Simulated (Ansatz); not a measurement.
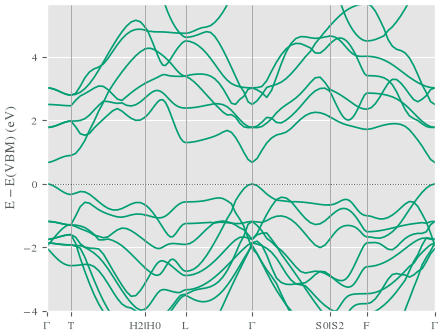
Fig. 1. Band structure from the program Ansatz at the r²SCAN+D4 level (PAW)

Question: Read off the gap and where the band edges lie.

Answer: About 0.7 eV (0.68 eV by a search for the band edges); maximum at Γ, minimum at Γ.

The material is Bi$_{2}$Se$_{3}$ in space group R-3m (No. 166; Bi on 6c, Se on 3a, Se on 6c).

The cell was relaxed with r²SCAN+D4 under the symmetry of its start. Spin–orbit coupling is left out wherever it is not named.

Potentials: the later of the program's two PAW sets.
